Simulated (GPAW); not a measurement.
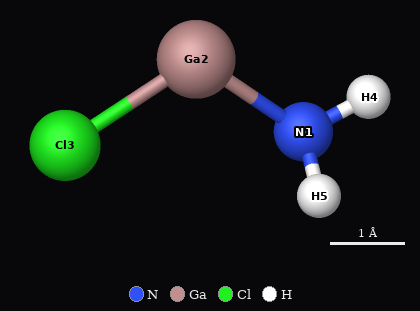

**Figure 1.** The structure (ball-and-stick view, seen at a tilt; atoms are numbered from 1 in the order of the input). Sticks mark near contacts. Bond lengths as drawn: Cl–Ga 2.16 Å, Ga–N 1.94 Å and H–N 1.02 Å.

**Property calculation, with input and output: GaNH2Cl**

- system: GaNH2Cl, multiplicity 2
- method: SCAN/plane waves, UKS, dispersion D4, scalar-relativistic datasets (GPAW 26.7.0)

The geometry comes from this level: GFN2-xTB.

### Output
```
__  _  _
 | _ |_)|_||  |
 |__||  | ||/\| - 26.7.0

units:  Angstrom and eV
cores:  1
OpenMP: False

Versions:
  Python: 3.12.14
  ASE:    3.29.0
  Numpy:  2.5.5
  Scipy:  1.18.1
  Libxc:  7.0.0

        _gpaw.cpython-312-x86_64-linux-gnu.so

Input parameters:
  mode=PW(ecut=400),
  convergence={'eigenstates': 1e-06},
  maxiter=60,
  mixer=Pulay(name='pulay', nmaxold=5, beta=0.1, weight=1.0, sigma=0.015, g_ss=None),
  occupations=Occupations(name='fermi-dirac', width=0.0, fixmagmom=True),
  symmetry=Symmetry(point_group=False, time_reversal=False),
  xc=XC(name='MGGA_X_SCAN+MGGA_C_SCAN')

Diagonalizing LCAO Hamiltonian
Converting LCAO to pw mode
         .--------------------------.
        /|                          |
       / |                          |
      /  |                          |
     /   |                          |
    /    |                          |
   /     |                          |
  /      |                          |
 *       |                          |
 |       |                          |
 |       |           Ga             |
 |       |       N  Cl              |
 |       |      H                   |
 |       |                          |
 |       .--------------------------.
 |      /                          /
 |     /                          /
 |    /                          /
 |   /                          /
 |  /                          /
 | /                          /
 |/                          /
 *--------------------------*

Atoms  # Å, Bohr magnetons
|   | symbol |        x |        y |        z |    initial magnetic moments |
|---|--------|----------|----------|----------|-----------------------------|
| 0 |      N | 4.699800 | 6.979400 | 5.342600 | ( 0.0000,  0.0000,  0.3333) |
| 1 |     Ga | 6.341200 | 6.598500 | 6.299600 | ( 0.0000,  0.0000,  0.3333) |
| 2 |     Cl | 6.663700 | 4.500000 | 6.698300 | ( 0.0000,  0.0000,  0.3333) |
| 3 |      H | 4.500000 | 7.941500 | 5.083100 | ( 0.0000,  0.0000,  0.0000) |
| 4 |      H | 4.581300 | 6.420600 | 4.500000 | ( 0.0000,  0.0000,  0.0000) |

Unit cell  # Å
| periodic |         x |         y |         z |   lengths |    angles |
|----------|-----------|-----------|-----------|-----------|-----------|
|       no | 11.163700 |  0.000000 |  0.000000 | 11.163700 | 90.000000 |
|       no |  0.000000 | 12.441500 |  0.000000 | 12.441500 | 90.000000 |
|       no |  0.000000 |  0.000000 | 11.198300 | 11.198300 | 90.000000 |

Number of symmetries: 1
Symmetry operations  # r_c * U_cc + t_c -> r_c
|   | kind |            matrix            |
|---|------|------------------------------|
| 0 |  E   |  1, 0, 0,  0, 1, 0,  0, 0, 1 |

BZ-sampling:
  Number of BZ points: 1
  Number of IBZ points: 1

  Monkhorst-Pack size: [1, 1, 1]
  Monkhorst-Pack shift: [0, 0, 0]

K-points  # in reciprocal-cell coordinates
|   |                                coordinates |     weight |
|---|--------------------------------------------|------------|
| 0 | (  0.00000000,   0.00000000,   0.00000000) | 1.00000000 |

Plane wave coefficients: 14149
Cutoff: 400.0 eV

Spin-components: 2 (collinear spins)
Bands:           14
Projectors:      21
Spin-degeneracy: 1
Datatype:        float64

  Storage: CPU
  Wave functions: 6_338_752 bytes (6_338_752 per core)
  Projectors: 7_244_288 bytes (7_244_288 per core)

Parallelization:
  kpt:    1
  domain: 1
  band:   1

Density:
  Valence electrons: 17.0
  Components: 2
  Grid points: [54 60 54]
  Charge: 0.0  # |e|

Potential:
  Grid points: [54 60 54]

species:
  N:
    name:    Nitrogen
    Z:       7.0
    valence: 5
    core:    2
    charge:  0.0  # [|e|]
    file:    N.PBE.gz
    compensation charges:
      type: gauss
      rc: 0.18  # [Å]
      lmax: 2
    cutoffs:
      filter: 1.11  # [Å]
      core: 0.96  # [Å]
    projectors
    | kind |    occ | energy [eV] | rcut [Å] |
    |------|--------|-------------|----------|
    |   2s |  2.000 |     -18.583 |    0.603 |
    |   2p |  3.000 |      -7.089 |    0.529 |
    |    s |        |       8.629 |    0.603 |
    |    p |        |      20.123 |    0.529 |
    |    d |        |       0.000 |    0.577 |

    Using partial waves for N as LCAO basis

  Ga:
    name:    Gallium
    Z:       31.0
    valence: 3
    core:    28
    charge:  0.0  # [|e|]
    file:    Ga.PBE.gz
    compensation charges:
      type: gauss
      rc: 0.37  # [Å]
      lmax: 2
    cutoffs:
      filter: 2.06  # [Å]
      core: 4.17  # [Å]
    projectors
    | kind |    occ | energy [eV] | rcut [Å] |
    |------|--------|-------------|----------|
    |   4s |  2.000 |      -8.945 |    1.164 |
    |   4p |  1.000 |      -2.580 |    1.164 |
    |    s |        |      18.266 |    1.164 |
    |    p |        |      24.631 |    1.164 |
    |    d |        |       0.000 |    1.164 |

    Using partial waves for Ga as LCAO basis

  Cl:
    name:    Chlorine
    Z:       17.0
    valence: 7
    core:    10
    charge:  0.0  # [|e|]
    file:    Cl.PBE.gz
    compensation charges:
      type: gauss
      rc: 0.25  # [Å]
      lmax: 2
    cutoffs:
      filter: 1.40  # [Å]
      core: 1.49  # [Å]
    projectors
    | kind |    occ | energy [eV] | rcut [Å] |
    |------|--------|-------------|----------|
    |   3s |  2.000 |     -20.689 |    0.794 |
    |   3p |  5.000 |      -8.594 |    0.794 |
    |    s |        |       6.523 |    0.794 |
    |    p |        |      18.617 |    0.794 |
    |    d |        |       0.000 |    0.794 |

    Using partial waves for Cl as LCAO basis

  H:
    name:    Hydrogen
    Z:       1.0
    valence: 1
    core:    0
    charge:  0.0  # [|e|]
    file:    H.PBE.gz
    compensation charges:
      type: gauss
      rc: 0.15  # [Å]
      lmax: 2
    cutoffs:
      filter: 0.85  # [Å]
      core: 0.53  # [Å]
    projectors
    | kind |    occ | energy [eV] | rcut [Å] |
    |------|--------|-------------|----------|
    |   1s |  1.000 |      -6.494 |    0.476 |
    |    s |        |      20.717 |    0.476 |
    |    p |        |       0.000 |    0.476 |

    Using partial waves for H as LCAO basis

Reference energy: -66946.322753  # eV

eigensolver:
  PPCG
  Converge bands: occupied
  niter=2

density mixing:
  Pulay-Mixer
  Linear mixing parameters: 0.1
  Old densities: 5
  No metric

occupation numbers:
  Fixed magnetic moment: 1.000
  # Zero width

poisson solver:
  ecut: 3200.0  # eV

xc functional:
  name: MGGA_X_SCAN+MGGA_C_SCAN with 2 nearest neighbor stencil

Initialization done in: 2.769 s

convergence criteria:
- Maximum integral of absolute [eigenst]ate change: 1e-06 eV^2 / valence electron
- Maximum [total energy] change in last 3 cyles: 0.0005 eV / valence electron
- Maximum integral of absolute [dens]ity change: 0.0001 electrons / valence electron
maximum number of iterations: 60

SCF iterations
|iter     |     time |      energy | eigst |  dens |  magmom |
|---------|----------|-------------|-------|-------|---------|
|iter:   1| 00:00:03 |  -44.515790 | +0.23 |       |  +0.9857|
|iter:   2| 00:00:06 |  -37.639986 | -1.06 | -0.61 |  +0.9872|
|iter:   3| 00:00:08 |  -37.587432 | -1.11 | -0.71 |  +0.9906|
|iter:   4| 00:00:10 |  -37.671481 | -1.45 | -0.92 |  +0.9935|
|iter:   5| 00:00:13 |  -37.781938 | -1.50 | -1.07 |  +0.9973|
|iter:   6| 00:00:15 |  -37.789389 | -2.02 | -1.32 |  +0.9997|
|iter:   7| 00:00:17 |  -37.789615c| -2.86 | -1.72 |  +0.9998|
|iter:   8| 00:00:20 |  -37.792884c| -3.17 | -1.86 |  +1.0001|
|iter:   9| 00:00:22 |  -37.793106c| -4.13 | -2.13 |  +1.0000|
|iter:  10| 00:00:24 |  -37.795280c| -3.67 | -2.21 |  +1.0001|
|iter:  11| 00:00:27 |  -37.795386c| -4.63 | -2.66 |  +1.0001|
|iter:  12| 00:00:29 |  -37.795400c| -5.19 | -2.76 |  +1.0000|
|iter:  13| 00:00:31 |  -37.795440c| -5.15 | -2.91 |  +1.0000|
|iter:  14| 00:00:34 |  -37.795461c| -5.56 | -3.05 |  +1.0000|
|iter:  15| 00:00:36 |  -37.795470c| -5.52 | -3.23 |  +1.0000|
|iter:  16| 00:00:38 |  -37.795470c| -6.44c| -3.43 |  +1.0000|
|iter:  17| 00:00:41 |  -37.795469c| -6.64c| -3.42 |  +1.0000|
|iter:  18| 00:00:43 |  -37.795473c| -6.33c| -3.47 |  +1.0000|
|iter:  19| 00:00:45 |  -37.795474c| -6.60c| -3.75 |  +1.0000|
|iter:  20| 00:00:48 |  -37.795475c| -6.61c| -3.87 |  +1.0000|
|iter:  21| 00:00:50 |  -37.795476c| -6.75c| -4.00c|  +1.0000|

Converged in 21 steps
SCF loop duration: 47.544 s (2.264 s/step)
Energy contributions relative to reference atoms: (reference = -66946.322753)

Energy contributions:
  Kinetic:          15.092191
  Coulomb:         -13.984283
  Zero:             -0.087362
  External:          0.000000
  Xc:              -38.816021
  Entropy:           0.000000
  Spinorbit:         0.000000
  ----------------------------
  Free energy:     -37.795476
  Extrapolated:    -37.795476

dipole moment: (-0.049403, 0.490922, -0.273259)  # |e|*Ang

Total magnetic moment: (0.000000, 0.000000, 0.999999)

Local magnetic moments
|        x |        y |         z |
|----------|----------|-----------|
| 0.000000 | 0.000000 |  0.099221 |  # N    0
| 0.000000 | 0.000000 |  0.252445 |  # Ga   1
| 0.000000 | 0.000000 |  0.065397 |  # Cl   2
| 0.000000 | 0.000000 | -0.002569 |  # H    3
| 0.000000 | 0.000000 |  0.001918 |  # H    4

Fermi levels: -5.445, -3.797
Eigenvalues  # (at kpt = [0.000, 0.000, 0.000])
| band index |      eig [eV] | occ [0-1] |      eig [eV] | occ [0-1] |
|------------|---------------|-----------|---------------|-----------|
|          0 |       -22.237 |     1.000 |       -21.834 |     1.000 |
|          1 |       -20.617 |     1.000 |       -20.443 |     1.000 |
|          2 |       -12.011 |     1.000 |       -11.878 |     1.000 |
|          3 |       -11.508 |     1.000 |       -11.060 |     1.000 |
|          4 |        -9.203 |     1.000 |        -8.865 |     1.000 |
|          5 |        -7.829 |     1.000 |        -7.750 |     1.000 |
|          6 |        -7.728 |     1.000 |        -7.578 |     1.000 |
|          7 |        -6.872 |     1.000 |        -6.441 |     1.000 |
|          8 |        -5.445 |     1.000 |        -3.797 |     0.000 |
|          9 |        -1.719 |     0.000 |        -1.025 |     0.000 |
|         10 |        -0.153 |     0.000 |        -0.010 |     0.000 |
|         11 |         0.368 |     0.000 |         0.592 |     0.000 |
|         12 |         0.472 |     0.000 |         0.664 |     0.000 |
|         13 |         1.044 |     0.000 |         1.087 |     0.000 |

Gap: 0.996 eV
Transition (v -> c):
  (s=1, k=0, n=7, [0.00, 0.00, 0.00]) -> (s=0, k=0, n=8, [0.00, 0.00, 0.00])
No difference between direct/indirect transitions
vacuum-level: 0.337  # V
Energy = -37.80683 eV

Forces  # eV/Ang
|        x |        y |        z |
|----------|----------|----------|
|  0.58244 | -0.39868 |  1.10171 |  # N    0
| -0.63754 |  0.64866 | -0.45418 |  # Ga   1
|  0.00365 | -0.37680 |  0.03359 |  # Cl   2
|  0.19768 |  0.52724 | -0.03308 |  # H    3
|  0.09714 | -0.37984 | -0.40024 |  # H    4

Force computation time: 0.340  # s
Forces (eV/Ang)
N     0.5829   -0.3989    1.1021
Ga   -0.6377    0.6487   -0.4543
Cl    0.0033   -0.3764    0.0333
H     0.1977    0.5270   -0.0331
H     0.0971   -0.3798   -0.4002
Dipole = 2.709 D
Moments: [ 0.099  0.252  0.065 -0.003  0.002]
# Writing to ClGaH2N.gpw (mode='')
```

The run was set up as follows.

### The input (calc.py)
```python
import numpy as np
from ase.calculators.mixing import SumCalculator
from ase.io import read
from ase.units import Debye
from dftd4.ase import DFTD4
from gpaw import GPAW, PW

# Set up the molecule
atoms = read('ClGaH2N.sdf')
atoms.center(vacuum=4.5)
atoms.set_initial_magnetic_moments([0.333333, 0.333333, 0.333333, 0.0, 0.0])

# DFT calculator
dft = GPAW(mode={'name': 'pw', 'ecut': 400},
           xc='MGGA_X_SCAN+MGGA_C_SCAN',
           occupations={'name': 'fermi-dirac', 'width': 0.0, 'fixmagmom': True},
           mixer={'name': 'pulay', 'beta': 0.1, 'nmaxold': 5, 'weight': 1.0},
           convergence={'eigenstates': 1e-06},
           maxiter=60,
           symmetry='off',
           txt='-')
atoms.calc = SumCalculator([DFTD4(method='SCAN'), dft])

energy = atoms.get_potential_energy()
print(f'Energy = {energy:.5f} eV')
forces = atoms.get_forces()
print('Forces (eV/Ang)')
for symbol, f in zip(atoms.symbols, forces):
    print(f'{symbol:2} {f[0]:9.4f} {f[1]:9.4f} {f[2]:9.4f}')
dipole = dft.get_dipole_moment(atoms) / Debye
print(f'Dipole = {np.linalg.norm(dipole):.3f} D')
print('Moments:', dft.get_magnetic_moments(atoms).round(3))
dft.write('ClGaH2N.gpw')
```

### File ClGaH2N.sdf
```

     RDKit          3D

  5  4  0  0  0  0  0  0  0  0999 V2000
   -0.6574    0.4914   -0.2421 N   0  0  0  0  0  0  0  0  0  0  0  0
    0.9840    0.1105    0.7149 Ga  0  0  0  0  0  2  0  0  0  0  0  0
    1.3065   -1.9880    1.1136 Cl  0  0  0  0  0  0  0  0  0  0  0  0
   -0.8572    1.4535   -0.5016 H   0  0  0  0  0  0  0  0  0  0  0  0
   -0.7759   -0.0674   -1.0847 H   0  0  0  0  0  0  0  0  0  0  0  0
  2  1  1  0
  3  2  1  0
  4  1  1  0
  5  1  1  0
M  RAD  1   2   2
M  END
$$$$
```

Launch command:
```bash
python3 -u calc.py | tee calc.out
```

### Summary

| quantity | value |
| --- | --- |
| outcome | converged |
| energy relative to the program's reference atoms | −37.8068 eV |
| dispersion energy | −0.000417 hartree |
| largest force | 1.309 eV/Å |
| dipole moment | 2.71 D |
| hardware | 1 thread of Intel Xeon (Granite Rapids), 12 GiB of memory available, shared host |
| wall time | 52 s |
| peak memory | 0.68 GiB |
